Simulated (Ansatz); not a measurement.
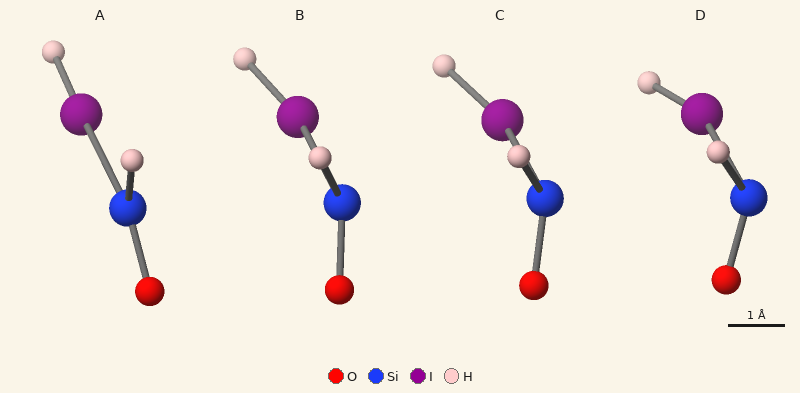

4 geometries from one relaxation of SiH₂OI (charge −1), in shuffled order. The picture is a ball-and-stick view, seen from a free direction.

It is one of the separated reactants of a reaction.

Theory: RKS PBE-D4/def2-SVPD (Ansatz 0.2.0). Settings: force threshold 0.03 eV/Å; at most 250 steps.

Question: Put them in the order of the run, from the start to the converged end.

Answer: D, C, B, A. They are steps 0, 2, 4, 11, at +65.0 kJ/mol, +11.1 kJ/mol, +4.95 kJ/mol relative to the last. After 10 accepted moves (11 points after the start) the energy has fallen by 65.0 kJ/mol. Largest force component: 2.4 eV/Å at the start, 0.013 eV/Å at the end. The line search rejected the trial step at point 7 of the run. An H atom moves most after the best rigid fit: 0.69 Å. Largest moves by element: H 0.69 Å, O 0.68 Å, I 0.53 Å, Si 0.43 Å. Some distances before and after: I–Si 2.620 → 3.033 Å, H–I 1.700 → 1.812 Å, H–Si 1.505 → 1.591 Å, O–Si 1.545 → 1.597 Å. Among the angles between lasting bonds that change: O–Si–I 114.7° → 139.7°, Si–I–H 160.2° → 175.3°, I–Si–H 97.0° → 111.4°. The run took 20 s on 2 threads of Arm Neoverse V2, with other jobs on the host.
